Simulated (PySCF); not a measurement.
**C6H5NOSi: density, localisation and related maps**

Input

```
{"job": {"kind": "nmr", "xc": "PBE0", "basis": "pcSseg-1"}, "charge": 0, "multiplicity": 1}
C     -2.027120     1.308632     0.811356
C     -1.739825     0.183287     0.501420
C     -1.430483    -1.143265     0.146900
C     -0.253859    -1.515960    -0.371690
Si     1.183587    -0.348760    -0.703180
C      0.541165     1.183847    -1.561906
N      0.156652     2.120700    -2.097143
C      1.846694     0.303669     0.985019
O      2.949074     0.070864     1.405524
H     -2.270937     2.295141     1.072662
H     -2.225175    -1.861357     0.318282
H     -0.116535    -2.562401    -0.612675
H      2.243394    -0.942674    -1.513571
H      1.142692     0.907804     1.596835
```

Run with:

```sh
OMP_NUM_THREADS=1 python probes_run.py task.json out
```

Geometry: GFN2-xTB.

All numbers below come from PySCF 2.14.0, PBE0/pcSseg-1, SCF density, gas phase, non-relativistic.

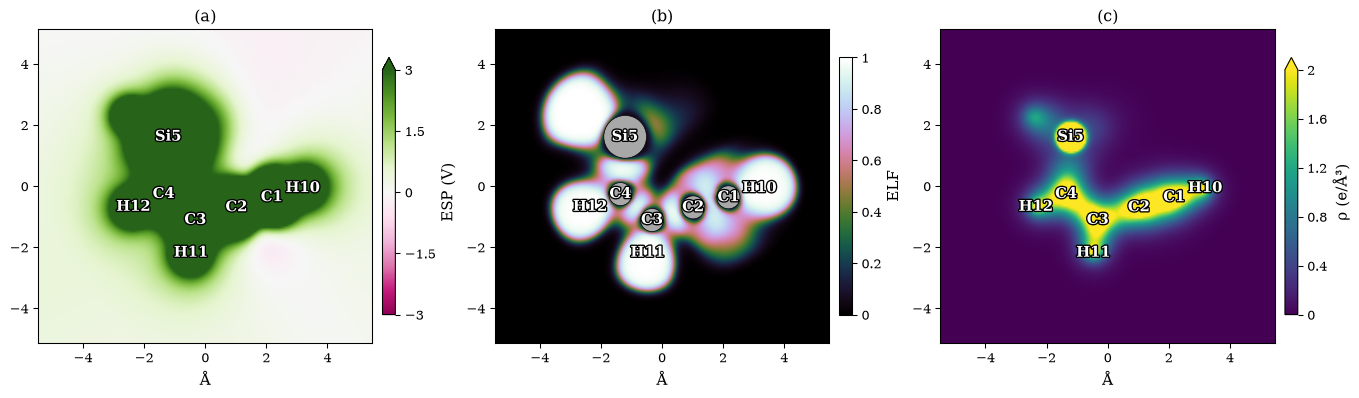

Figure 1. (a) molecular electrostatic potential; (b) electron localisation function; (c) electron density on the plane of atoms C3, C4 and Si5. Grey discs cover the atomic cores in the ELF map.

Q: Read the bonding off the picture.

A: Atoms in the plane: C, Si and H. C–C (1.20 Å): the density is about 2.7 e/Å³ at the midpoint; the ELF peaks at about 0.85 between the atoms (a short, multiple covalent bond). C–Si (1.88 Å): ρ is about 0.94 e/Å³ halfway; the ELF peaks at about 0.95 between the atoms: a covalent bond. C–H (1.05 Å): the density is about 2.2 e/Å³ at the midpoint; the ELF climbs to about 1 towards the hydrogen, as it does in any bond to H: an ordinary covalent bond to hydrogen. C–C (1.34 Å): ρ is about 2.2 e/Å³ halfway; the ELF peaks at about 0.90 between the atoms; a short, multiple covalent bond. Outside the dense part of the molecule the potential is most negative (−0.3 V) near C1.

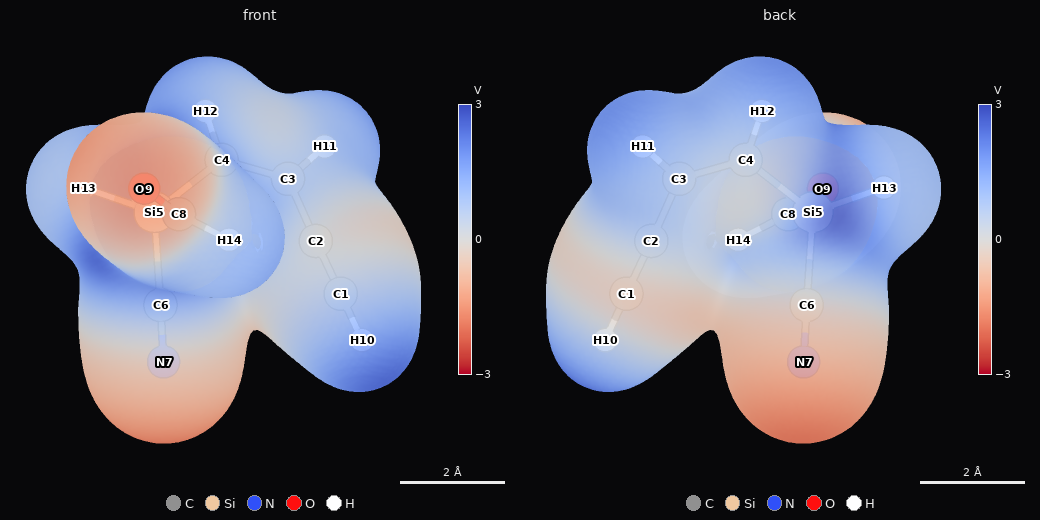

Figure 2. The molecular electrostatic potential painted on the density surface at 0.004 e/bohr³, seen from the front and from behind; the colour scale runs from red (negative) to blue (positive).

Q: Which sites attract a positive test charge, and which a negative one?

A: A positive charge is drawn to the negative regions and a negative charge to the positive ones. The most negative region (about −1.9 V, or −44 kcal/mol for a unit charge) lies over N7, the most positive (about +2.6 V, or +60 kcal/mol for a unit charge) over Si5 and H10. N7 is the likeliest acceptor of a hydrogen bond.

Q: What dipole moment does the calculation give?

A: Its dipole moment is 3.33 D.
